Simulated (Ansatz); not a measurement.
# C3H3F3: the cost of one run

Program: Ansatz 0.2.0. Level of theory: the levels named in each step. These are calculated values, not measurements.

**1. The starting structure**

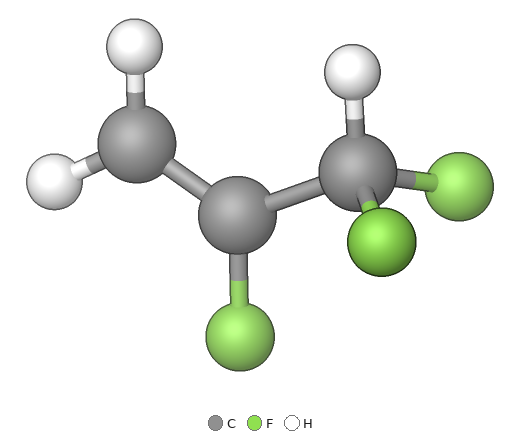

Start, viewed from a chosen angle; carbon grey, fluorine green, hydrogen white.

As a file:

```xyz
9

C     1.9852   -0.6089   -0.0795
C     0.8235    0.0106   -0.1638
F     0.7209    1.2198   -0.7339
C    -0.4910   -0.5288    0.3476
F    -1.4013   -0.6282   -0.6484
F    -1.0277    0.2939    1.2791
H     2.0694   -1.5764    0.3765
H     2.8790   -0.1541   -0.4669
H    -0.3694   -1.5246    0.8009
```

**2. A rough first relaxation, PBE-D4/def2-SVP**

This run stands in another session on the same molecule. It ended at:

```xyz
9

C     1.9933   -0.6120   -0.0787
C     0.8124    0.0150   -0.1622
F     0.6848    1.2253   -0.7272
C    -0.4951   -0.5301    0.3498
F    -1.3958   -0.6235   -0.6735
F    -1.0201    0.3161    1.2858
H     2.0630   -1.6033    0.3892
H     2.9055   -0.1468   -0.4787
H    -0.3594   -1.5374    0.8071
```

**3. Relaxation, HF/STO-3G**

File input.yaml:

```yaml
crystal:
  periodic: [false, false, false]
  atoms:
    - { symbol: C, position_ang: [1.99329773, -0.61197367, -0.07867958] }
    - { symbol: C, position_ang: [0.81243942, 0.01501306, -0.16218617] }
    - { symbol: F, position_ang: [0.68479979, 1.22526273, -0.72719466] }
    - { symbol: C, position_ang: [-0.49507797, -0.53011455, 0.34980366] }
    - { symbol: F, position_ang: [-1.39576008, -0.62351356, -0.67354824] }
    - { symbol: F, position_ang: [-1.02008413, 0.31610588, 1.28576044] }
    - { symbol: H, position_ang: [2.06299057, -1.60328526, 0.38922855] }
    - { symbol: H, position_ang: [2.90551164, -0.14682203, -0.47868422] }
    - { symbol: H, position_ang: [-0.35942698, -1.53741258, 0.80708022] }
basis:
  gaussian: { orbitals: STO-3G }
hamiltonian:
  xc: hf
relax:
  f_tol: 0.002
  max_steps: 150
```

On the command line:

```bash
ansatz run input.yaml --threads 4 --pin off --max-ram 10240MiB --backend cpu --events-out ev --progress --plain --runs-dir out
```

Q: Estimate wall time and peak memory on 4 threads of AMD EPYC 9R14 (Zen 4), shared host.

About 2.2 s, with a peak of 0.1 GiB.
